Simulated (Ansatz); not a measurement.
# TiNH₂ (doublet): wave-function methods side by side at a displaced geometry (v2), def2-SVP

Aim: climb from Hartree-Fock through coupled cluster for TiNH₂ (doublet) at one geometry and basis, and see what each rung misses.

Computed with Ansatz 0.2.0, Gaussian basis. Level: def2-SVP, core rule «outside noble gas», up to 10 orbitals frozen.

The runs, in order: UHF; CCSD(T) on ROHF; CCSD(T) on UHF; CISD; CCSDT(Q) on ROHF; CCSDT(Q) on UHF.

24 further runs of the same task are left out: 7 for a known fault of the program, 5 that didn't finish, 12 set aside as unsound or not needed.

## 1. The system

The geometry is a PBE0/def2-TZVP stationary point (not a proven minimum) with its atoms shifted at random (size 0.100 Å).

4 atoms, charge 0, spin multiplicity 2.

Atoms are counted from 1 here; the program's logs count them from 0.

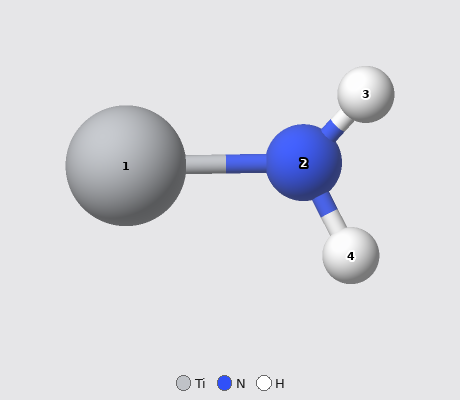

The geometry (titanium light grey, nitrogen blue, hydrogen white); atoms are numbered from 1 in the order of the file.

## 2. UHF

in.yaml reads:

```yaml
crystal:
  periodic: [false, false, false]
  atoms:
    - {symbol: Ti, position_ang: [0.037619, -0.000147, 0.485687]}
    - {symbol: N, position_ang: [-0.127255, 0.014777, -1.377561]}
    - {symbol: H, position_ang: [-0.050634, 0.751229, -2.042188]}
    - {symbol: H, position_ang: [0.032474, -0.949586, -1.879970]}
basis:
  gaussian: {orbitals: def2-SVP}
magnetization: {spin_polarized: true, initial_magnetization: 1}
hamiltonian: {xc: hf}
output: {orbitals: {seedname: orbitals}}
```

On the command line:

```bash
> ansatz run in.yaml --threads 1 --pin off --events-out ev --progress --plain --max-ram 2393MiB
```

After this run come: CCSD(T) on ROHF; CCSD(T) on UHF; CISD; CCSDT(Q) on ROHF; CCSDT(Q) on UHF.

**Question.** What will the summary of the whole plan be? Wanted: RCCSDT(Q) below the RHF energy; RMP2 from RCCSDT(Q); UMP2 from RCCSDT(Q); RCCSD from RCCSDT(Q); RCCSD(T) from RCCSDT(Q); UCCSD(T) from RCCSDT(Q); UCCSDT(Q) from RCCSDT(Q); T1 diagnostic.

The runs gave:

| quantity | value |
| --- | --- |
| RCCSDT(Q) below the RHF energy | -7.7221 eV |
| RMP2 from RCCSDT(Q) | +1179.0 meV |
| UMP2 from RCCSDT(Q) | +1157.9 meV |
| RCCSD from RCCSDT(Q) | +408.1 meV |
| RCCSD(T) from RCCSDT(Q) | +79.2 meV |
| UCCSD(T) from RCCSDT(Q) | +103.1 meV |
| UCCSDT(Q) from RCCSDT(Q) | -12.9 meV |
| levels within 1 kcal/mol (43 meV) | RCCSDT, UCCSDT, UCCSDT(Q) |
| T1 diagnostic | 0.051 |

**Reading.** RCCSD(T) misses by +79.2 meV, 1.0 % of the correlation energy. CCSD(T) misses by +79.2 meV on the restricted determinant and by +103.1 meV on the unrestricted one; the two need not hold the same state or core. Coupled cluster took another determinant than the lowest Hartree-Fock one. These misses are within one basis, not against nature; the frozen cores of restricted and unrestricted runs differ, which can shift their rows.
